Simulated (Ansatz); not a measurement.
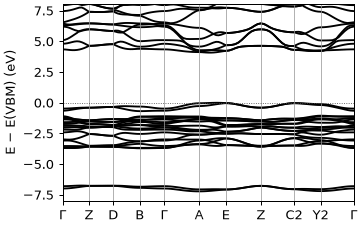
Fig. 1. Band structure from the program Ansatz at the r²SCAN level (PAW)

Question: Read off the gap and where the band edges lie.

Answer: About 4.1 eV (4.08 eV by a search for the band edges); maximum on the A–E line, 67 % of the way from A, minimum on the A–E line, 41 % of the way from A.

The material is RbGeCl3 in space group P2_1/m (No. 11; Rb on 2e, Ge on 2e, Cl on 2e, Cl on 4f).

The workflow started from a Materials Project entry (that database holds measured and hypothetical structures alike); the Crystallography Open Database files this formula in space group No. 11, but the cells were not matched. Whether it is the stable phase at ambient conditions was not checked. The r²SCAN relaxation kept the symmetry of its start; whether a distortion lowers the energy is not shown. Spin–orbit coupling is left out wherever it is not named.

Potentials: the later of the program's two PAW sets.
